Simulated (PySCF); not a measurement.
# C2H9NSi2 (SMILES [SiH3]C/C=N\[SiH3]): levels of theory compared

Aim: a comparison of 6 runs (HF/STO-3G, HF/def2-SVP, B3LYP/6-31G*, PBE0/def2-SVP, M06-2X/6-311G**, r2SCAN/6-311G**) of C2H9NSi2. The job is set up through a Python script.

The results are computed with PySCF 2.14.0.

## 1. The structure to begin with

C2H9NSi2 has 14 atoms, charge 0, and is taken as a singlet. As SMILES, `[SiH3]C/C=N\[SiH3]`. The shape is that of a GFN2-xTB optimisation. This is one conformer, not always the lowest.

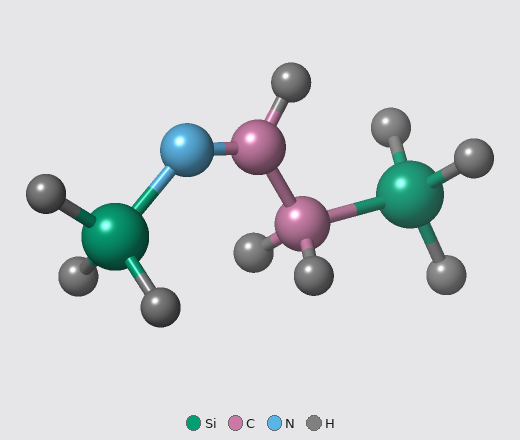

Viewed from a chosen angle; silicon teal, carbon pink, nitrogen blue, hydrogen grey.

## 2. Energy and forces at HF/STO-3G (run 1)

Contents of mol.xyz:

```xyz
14
C2H9NSi2
Si    -2.058510     0.892930     1.160870
C     -0.498230     0.495190     0.152000
C      0.051220    -0.881140     0.361540
N      1.064900    -1.369760    -0.186660
Si     2.180200    -0.719720    -1.331340
H     -2.478170     2.263880     0.869170
H     -1.754490     0.756160     2.586540
H     -3.120640    -0.044220     0.790400
H     -0.682910     0.611940    -0.919890
H      0.305070     1.203370     0.375420
H     -0.489140    -1.519990     1.064700
H      1.506360    -0.334490    -2.576000
H      2.860940     0.465300    -0.798650
H      3.113390    -1.819460    -1.548100
```

Contents of job.py:

```python
# [SiH3]C/C=N\[SiH3]
from pyscf import gto

mol = gto.Mole()
mol.atom = 'mol.xyz'
mol.basis = 'sto-3g'
mol.max_memory = 1860
mol.verbose = 4
mol.build()

myscf = mol.RHF()
myscf.conv_tol = 1e-10
myscf.kernel()
if not myscf.converged:
    myscf = myscf.newton().run(myscf.mo_coeff, myscf.mo_occ)

e_tot = myscf.e_tot
print(f'total energy: {e_tot:.8f} hartree')
grad = myscf.nuc_grad_method().kernel()
myscf.analyze()
```

Launch:

```console
$ OMP_NUM_THREADS=1 python job.py
```

Log:

```text
PySCF version 2.14.0

[... 69 lines left out ...]
total energy: -704.97926268 hartree
[... 17 lines left out ...]
DFT Exchange-Correlation Energy =      -61.244045633788573
[... 7 lines left out ...]
MO #6   energy= -5.98371663503625  occ= 2
[... 5 lines left out ...]
MO #12  energy= -3.99140855990576  occ= 2
[... 5 lines left out ...]
MO #18  energy= -0.651292482980126 occ= 2
[... 5 lines left out ...]
MO #24  energy= -0.427142247510274 occ= 2
[... 5 lines left out ...]
MO #30  energy= 0.502711916406082  occ= 0
[... 5 lines left out ...]
MO #36  energy= 0.585807841248882  occ= 0
[... 5 lines left out ...]
MO #42  energy= 1.07929690749577   occ= 0
[... 59 lines left out ...]
Dipole moment(X, Y, Z, Debye): -0.38979,  1.62524, -0.44508
```

Run time: 8.8 s. Hardware: 1 thread of Intel Xeon at 2.50GHz (Skylake/Cascade Lake), shared host; peak memory 0.12 GiB.

## 3. Energy and forces at HF/def2-SVP (run 2)

Contents of calc.py:

```python
from pyscf import gto

system = gto.M(
    atom='''
Si    -2.058510     0.892930     1.160870
C     -0.498230     0.495190     0.152000
C      0.051220    -0.881140     0.361540
N      1.064900    -1.369760    -0.186660
Si     2.180200    -0.719720    -1.331340
H     -2.478170     2.263880     0.869170
H     -1.754490     0.756160     2.586540
H     -3.120640    -0.044220     0.790400
H     -0.682910     0.611940    -0.919890
H      0.305070     1.203370     0.375420
H     -0.489140    -1.519990     1.064700
H      1.506360    -0.334490    -2.576000
H      2.860940     0.465300    -0.798650
H      3.113390    -1.819460    -1.548100
''',
    basis='def2-svp',
    verbose=4,
    max_memory=1860,
    charge=0,
    spin=0,
)

calc0 = system.RHF()
calc0.conv_tol = 1e-10
calc0.kernel()
if not calc0.converged:
    calc0 = calc0.newton().run(calc0.mo_coeff, calc0.mo_occ)

e_final = calc0.e_tot
print('E = %.10f Eh' % e_final)
grad = calc0.nuc_grad_method().kernel()
calc0.analyze()
```

Launch:

```console
$ OMP_NUM_THREADS=1 python calc.py
```

Log:

```text
PySCF version 2.14.0

[... 84 lines left out ...]
Total Energy =                        -712.989496399014342
[... 17 lines left out ...]
MO #11  energy= -4.23879914805052  occ= 2
[... 15 lines left out ...]
MO #27  energy= -0.425629356561827 occ= 2
[... 15 lines left out ...]
MO #43  energy= 0.416124375242271  occ= 0
[... 15 lines left out ...]
MO #59  energy= 0.772770854606129  occ= 0
[... 15 lines left out ...]
MO #75  energy= 1.19037447912772   occ= 0
[... 15 lines left out ...]
MO #91  energy= 1.87692383309972   occ= 0
[... 15 lines left out ...]
MO #107 energy= 2.40828347517891   occ= 0
[... 15 lines left out ...]
MO #123 energy= 3.62499924221068   occ= 0
[... 140 lines left out ...]
Dipole moment(X, Y, Z, Debye): -1.14662,  1.67961,  0.10503
```

It took 40 s on 1 thread of Intel Xeon at 2.50GHz (Skylake/Cascade Lake), shared host; peak memory 0.34 GiB.

Runs 3 to 5 aren't shown in full; the table further down has their settings and results.

## 4. Energy and forces at r2SCAN/6-311G(d,p) (run 6)

Contents of run.py:

```python
import pyscf.grad
from pyscf import gto, dft

mol = gto.Mole()
mol.atom = '''
Si  -2.058510   0.892930   1.160870
C   -0.498230   0.495190   0.152000
C    0.051220  -0.881140   0.361540
N    1.064900  -1.369760  -0.186660
Si   2.180200  -0.719720  -1.331340
H   -2.478170   2.263880   0.869170
H   -1.754490   0.756160   2.586540
H   -3.120640  -0.044220   0.790400
H   -0.682910   0.611940  -0.919890
H    0.305070   1.203370   0.375420
H   -0.489140  -1.519990   1.064700
H    1.506360  -0.334490  -2.576000
H    2.860940   0.465300  -0.798650
H    3.113390  -1.819460  -1.548100
'''
mol.max_memory = 1860
mol.verbose = 4
mol.charge = 0
mol.basis = '6-311g**'
mol.build()

myscf = dft.RKS(mol, xc='r2scan')
myscf.conv_tol = 1e-10
myscf.grids.level = 5
myscf.kernel()
if not myscf.converged:
    myscf = myscf.newton().run(myscf.mo_coeff, myscf.mo_occ)

e_final = myscf.e_tot
print('Final energy', e_final)
grad = myscf.Gradients().kernel()
dip = myscf.dip_moment()
pop, q = myscf.mulliken_pop()
```

Launch:

```console
$ OMP_NUM_THREADS=1 python run.py
```

Log:

```text
PySCF version 2.14.0

[... 87 lines left out ...]
converged SCF energy = -715.244056436569
Final energy -715.2440564365693
[... 12 lines left out ...]
Dipole moment(X, Y, Z, Debye): -0.83392,  1.47848, -0.04036
[... 175 lines left out ...]
charge of   13H =     -0.11613
```

Run time: 5.3 min. Hardware: 1 thread of Intel Xeon at 2.50GHz (Skylake/Cascade Lake), shared host; peak memory 2 GiB.

## 5. Overview of the runs

```csv
run,level,Cartesian functions,integration grid,energy (Eh),dipole moment (D),HOMO energy (eV),LUMO energy (eV),wall time
1,HF/STO-3G,no,–,-704.979263,1.73,-7.33,8.40,8.8 s
2,HF/def2-SVP,no,–,-712.989496,2.04,-10.13,3.30,40 s
3,B3LYP/6-31G* (Cartesian functions),yes,5,-715.343946,1.72,-6.30,-0.74,2 min
4,PBE0/def2-SVP,no,5,-714.640666,1.70,-6.69,-0.77,2.2 min
5,M06-2X/6-311G**,no,5,-715.271613,1.83,-8.01,0.22,4.9 min
6,r2SCAN/6-311G**,no,5,-715.244056,1.70,-5.63,-1.68,5.3 min
```

## 6. Outcome

| quantity | value |
| --- | --- |
| run 6: total energy | -715.24406 Eh |
| run 6: dipole moment | 1.70 D |
| run 6: HOMO energy | -5.63 eV |
| run 6: LUMO energy | -1.68 eV |
| run 6: HOMO–LUMO gap | 3.95 eV |
| run 6: largest force on an atom | 0.814 eV/Å |

The dipole moment (its size) runs from 1.70 D (PBE0/def2-SVP) to 2.04 D (HF/def2-SVP). The HOMO–LUMO gap runs from 3.95 eV (r2SCAN/6-311G**) to 15.73 eV (HF/STO-3G). The two ends differ in method and basis. Totals of different functionals can't be ranked against each other. In run 1 the basis is minimal, so the values are rough. All runs together took 15 min, the longest 5.3 min.
